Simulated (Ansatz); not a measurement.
## Electronic structure of GaH₃···HF in real space

The calculation's input:

```
crystal:
  periodic: [false, false, false]
  atoms:
    - {symbol: Ga, position_ang: [-0.372464, -0.112312, -0.679914]}
    - {symbol: F, position_ang: [0.432969, -0.145029, 1.523106]}
    - {symbol: H, position_ang: [0.002668, -1.586534, -1.054464]}
    - {symbol: H, position_ang: [-1.847324, 0.299946, -0.349337]}
    - {symbol: H, position_ang: [1.076535, 0.518218, 1.450680]}
    - {symbol: H, position_ang: [0.707717, 1.025909, -0.890070]}
basis:
  gaussian: {orbitals: def2-TZVPP}
hamiltonian: {xc: pbe0, dispersion: d4}
output: {orbitals: {seedname: orbitals}}
```

Launched as:

```sh
ansatz run in.yaml --threads 2 --pin off --events-out ev --progress --plain --max-ram 4352MiB
```

The product side of a reaction path; geometry: PBE0-D4/def2-TZVP.

These are results of RKS PBE0-D4/def2-TZVPP in Ansatz 0.2.0, not measurements.

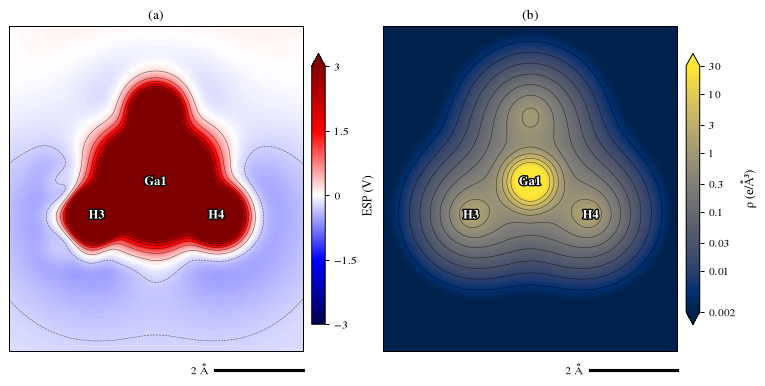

Figure 1. (a) molecular electrostatic potential; (b) electron density on the plane of atoms H3, Ga1 and H4.

> Describe what can be read from this map.

Atoms in the plane: Ga and H.
Ga–H (1.57 Å): ρ is about 0.99 e/Å³ halfway.
Outside the dense part of the complex the potential is most negative (−0.6 V) near H3 and H4.

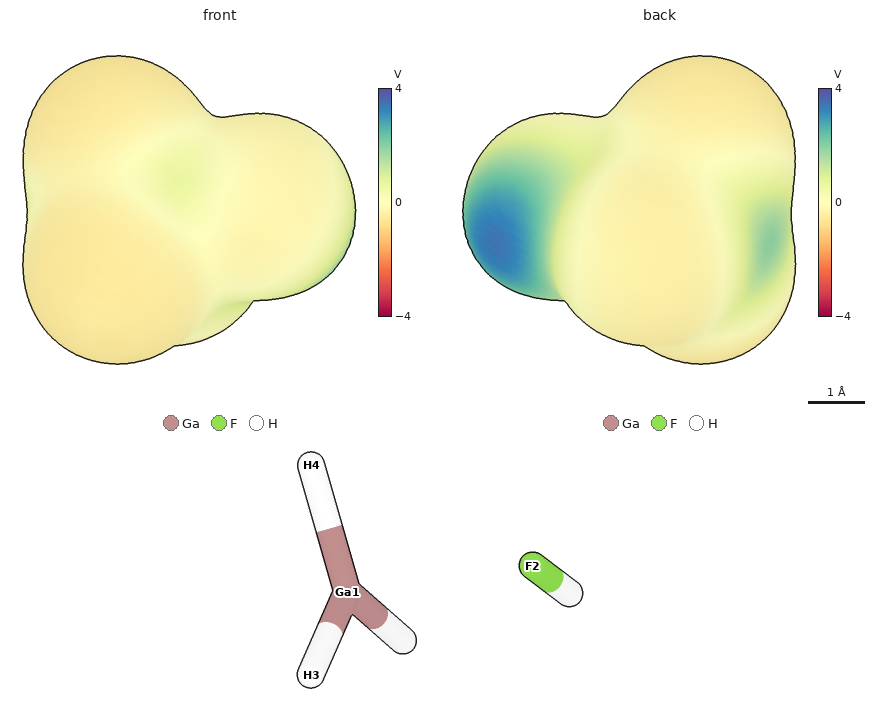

Figure 2. The electrostatic potential painted on the density surface at 0.001 e/bohr³, seen from the front and from behind; the colour scale runs from red (negative) to blue (positive). The bare structure is drawn below in the same view.

> Where is the surface potential most negative and most positive?

The most negative region (about −0.5 V) lies over H3 and H4, the most positive (about +3.4 V) over H5.

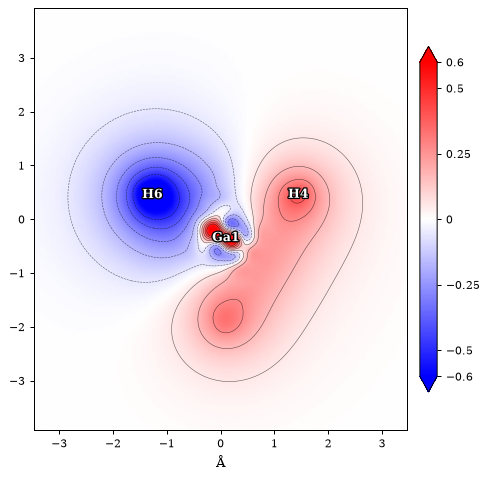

Figure 3. The HOMO−1 on the plane of atoms H4, Ga1 and H6 (values in Å⁻³ᐟ²; the overall sign is arbitrary).

> Describe this orbital and give its energy.

Its weight (Hirshfeld) is mainly on Ga1 (about 40 %), H6 (about 40 %), H4 (about 10 %) and H3 (about 10 %). Its energy is −8.31 eV.

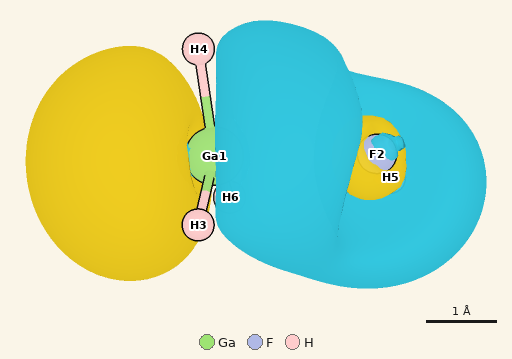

Figure 4. The LUMO at ±0.08 Å⁻³ᐟ² (yellow and cyan are the two phases), seen at a tilt.

> What is the character of this orbital?

By Hirshfeld shares it lies mainly on Ga1 (about 60 %), H5 (about 15 %) and F2 (about 10 %). Its energy is −1.01 eV.
